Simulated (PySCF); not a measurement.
SMILES C[N](C)[Cd][SiH3] (C₂H₉CdNSi), singlet at its PBE0/def2-SVP optimised geometry (Å):

```
14

Cd     0.2224     0.0008     0.0000
N     -1.7960     0.0040     0.0003
C     -2.5907    -0.6451     1.0026
C     -2.5908     0.6488    -1.0046
H     -3.2585     0.0629     1.5420
H     -3.2534    -1.4322     0.5786
H     -1.9645    -1.1352     1.7666
H     -3.2535    -0.0625    -1.5463
H     -3.2588     1.4322    -0.5823
H     -1.9648     1.1424    -1.7664
Si     2.7027     0.0008     0.0000
H      3.2578     0.5948     1.2582
H      3.2407     0.8013    -1.1466
H      3.2588    -1.3846    -0.1233
```

Method: PBE0/def2-TZVP, def2 effective core potentials past Kr run with PySCF. The core electrons that the potentials of Cd replace are not part of the density. Cells within 0.4 Å of a nucleus heavier than hydrogen are left out (blank, or x).

Map of the deformation density (molecule minus spherical neutral atoms) (e/bohr³) on the plane z = 0.0 Å:

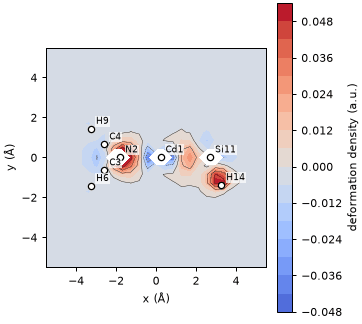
Deformation density (molecule minus spherical neutral atoms) (e/bohr³) on the plane z = 0.0 Å.
